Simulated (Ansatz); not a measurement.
# CCSDT(Q)/STO-3G run of S2F2 (SMILES FSSF)

Aim: the electronic atomisation energy of S2F2 at CCSDT(Q)/STO-3G, from 3 runs. 

Program for the calculation: Ansatz 0.2.0.

40 further runs of the same task are left out: 7 that didn't finish, 33 set aside as unsound or not needed.

**1. Starting point**

The species is S2F2 (4 atoms), meant as a singlet with charge 0. As SMILES, `FSSF`. The coordinates come from a PBE0-D4/def2-TZVP relaxation.

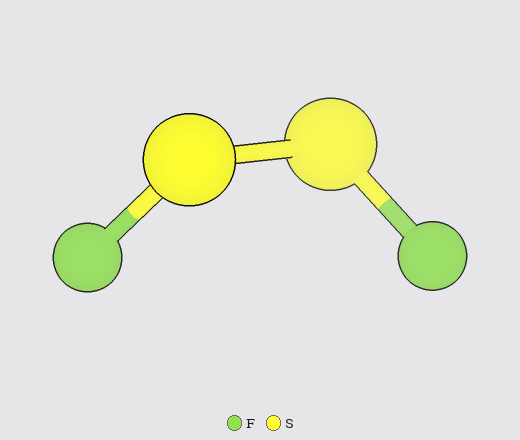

The structure, seen from a chosen angle (fluorine green, sulfur yellow).

**2. The energy at CCSDT(Q)/STO-3G**

input.yaml reads:

```yaml
crystal:
  periodic: [false, false, false]
  atoms:
    - symbol: F
      position_ang: [-1.783750, -0.199930, -0.621590]
    - symbol: S
      position_ang: [-0.467670, 0.764150, -0.632370]
    - symbol: S
      position_ang: [1.044990, -0.276390, -0.184720]
    - symbol: F
      position_ang: [1.206410, -0.287820, 1.438680]
basis:
  gaussian:
    orbitals: STO-3G
total_charge: 0
correlation:
  method: ccsdt_q
  frozen_orbitals: {F: 1, S: 5}
accuracy: high
scf:
  omitted_lower_state_checks: [cluster_reference, increment]
```

Run with:

```console
ansatz run input.yaml --threads 1 --pin off --max-ram 3480MiB --events-out events.jsonl --progress --plain --runs-dir runs
```

The log of the run:

```text
Warning: RAYON_NUM_THREADS=1 ignored (pool sized by the plan → 1); use --threads N
[... 11 lines left out ...]
12 core orbitals not correlated: weight in the atoms' cores, before any rotation towards them, 1.000 or more for the frozen orbitals, at most 0.000 for the correlated occupied ones
[... 31 lines left out ...]
Total energy: -26733.60117742 eV, -982.4417225845 hartree
Checks for a lower state left out: cluster_reference, increment
```

Wall time 1.1 s (1 thread of Arm Neoverse V2, shared host); peak memory 0.098 GiB.

**3. The F atom at the same level**

in.yaml reads:

```yaml
crystal:
  periodic: [false, false, false]
  atoms:
    - symbol: F
      position_ang: [0.000000, 0.000000, 0.000000]
basis:
  gaussian:
    orbitals: STO-3G
scf:
  omitted_lower_state_checks: [cluster_reference, increment]
magnetization:
  spin_polarized: true
  initial_magnetization: 1
accuracy: high
correlation:
  method: ccsdt_q
  frozen_orbitals: {F: 1}
```

Run with:

```console
ansatz run in.yaml --threads 1 --pin off --max-ram 3480MiB --events-out events.jsonl --progress --plain --runs-dir runs
```

The log of the run (excerpt; [...] marks lines left out):

```text
Warning: RAYON_NUM_THREADS=1 ignored (pool sized by the plan → 1); use --threads N
Functional definition: HF
  name "HF"
[...]
15 factors; integrals over basis functions are off by at most 1.2e-9 eV
[...]
mean field -2666.34863534 eV, -97.9865050328 hartree, gradient 0.0e0 eV, S^2 0.750000; 2 other end points of the search recorded, 0 dependent functions left out
1 core orbitals not correlated: weight in the atoms' cores, before any rotation towards them, 1.000 or more for the frozen orbitals, at most 0.000 for the correlated occupied ones
reference -2666.34863534 eV, -97.9865050328 hartree; 4, 3 occupied and 0, 1 virtual orbitals, 15 factors
second order 0.00000000 eV of doubles, 0.00000000 eV of singles
cycle   1  0.00000000 eV  change     0.0e0 eV  update    0.0e0
cycle   2  0.00000000 eV  change     0.0e0 eV  update    0.0e0
perturbative correction 0.00000000 eV, 0.0000000000 hartree
Total energy: -2666.34863534 eV, -97.9865050328 hartree
Checks for a lower state left out: cluster_reference, increment
```

Wall time 0.16 s (1 thread of Arm Neoverse V2, shared host).

**4. The S atom**

molecule.yaml reads:

```yaml
crystal:
  periodic: [false, false, false]
  atoms:
    - {symbol: S, position_ang: [0.000000, 0.000000, 0.000000]}
basis:
  gaussian:
    orbitals: STO-3G
magnetization:
  spin_polarized: true
  initial_magnetization: 2
correlation:
  method: ccsdt_q
  frozen_orbitals: {S: 5}
accuracy: high
scf:
  omitted_lower_state_checks: [cluster_reference, increment]
```

Run the same way, it converges to -393.13022 Eh (log not shown).

**5. Summary of results**

At CCSDT(Q)/STO-3G, 12 core orbitals frozen:

```
                                              quantity          value
                                molecule: total energy  -982.44172 Eh
molecule: correlation energy (12 core orbitals frozen)     -109.8 mEh
                               molecule: T1 diagnostic          0.011
                                  F atom: total energy   -97.98651 Eh
    F atom: correlation energy (1 core orbital frozen)        0.0 mEh
             F atom: ⟨S²⟩ of the reference determinant          0.750
                                 F atom: T1 diagnostic          0.000
                                  S atom: total energy  -393.13022 Eh
   S atom: correlation energy (5 core orbitals frozen)        0.0 mEh
             S atom: ⟨S²⟩ of the reference determinant          2.000
                                 S atom: T1 diagnostic          0.000
                         electronic atomisation energy       5.667 eV
```

In words: Taking the molecule apart into free atoms costs 5.67 eV (131 kcal/mol), before zero-point energy and without spin-orbit coupling. In a minimal basis such a difference can be off by several eV, whatever the method.
